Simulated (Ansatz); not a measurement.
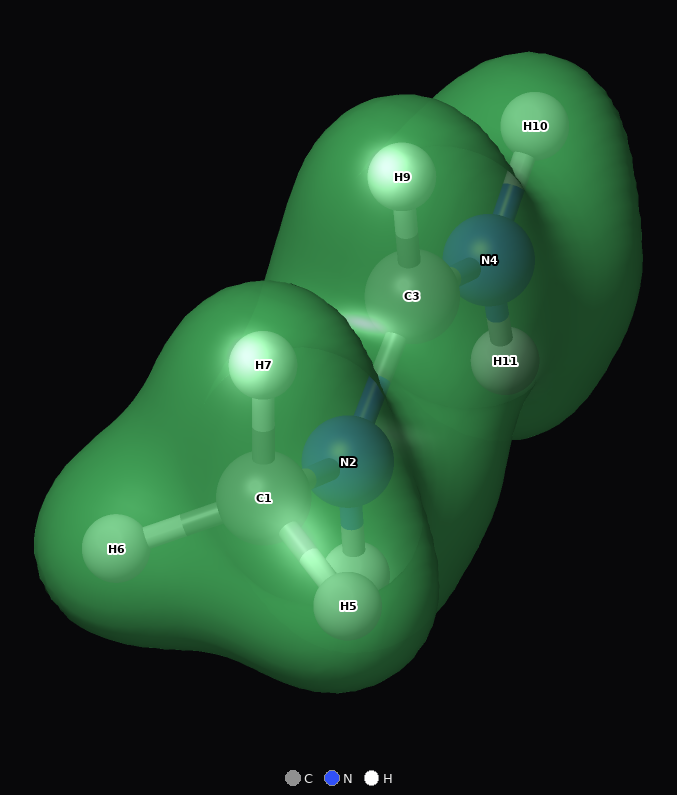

Figure. C₂H₇N₂ (SMILES CN[CH+]N) (charge +1). Isosurface of the electron density at 0.2 e/Å³ (green), seen at an oblique angle.

The calculation used RKS PBE0/def2-SVP in Ansatz.

```yaml
atoms:
  - { symbol: C, position_ang: [-0.6726, 1.5469, 0.1021] }
  - { symbol: N, position_ang: [-0.5171, 0.0995, 0.0580] }
  - { symbol: C, position_ang: [0.6222, -0.5222, -0.0771] }
  - { symbol: N, position_ang: [0.7895, -1.8248, -0.1195] }
  - { symbol: H, position_ang: [-1.1219, 1.8468, 1.0591] }
  - { symbol: H, position_ang: [-1.3183, 1.8798, -0.7224] }
  - { symbol: H, position_ang: [0.3095, 2.0257, 0.0026] }
  - { symbol: H, position_ang: [-1.3708, -0.4514, 0.1404] }
  - { symbol: H, position_ang: [1.5223, 0.0972, -0.1631] }
  - { symbol: H, position_ang: [1.7214, -2.2116, -0.2276] }
  - { symbol: H, position_ang: [0.0222, -2.4875, -0.0486] }
```

Question: Which contacts does the surface bridge?

Answer: At this value the surface is in one piece. It bridges the shortest C–N (1.30 Å), N–H (1.01 Å), C–N (1.46 Å) and C–H (1.10 Å) contacts, where the density stays above the isovalue. On the grid the lowest density along these lines, outside the cores, is 2.4 e/Å³ (C–N, 1.30 Å), 2.2 e/Å³ (N–H, 1.01 Å), 1.7 e/Å³ (C–N, 1.46 Å) and 1.9 e/Å³ (C–H, 1.10 Å).
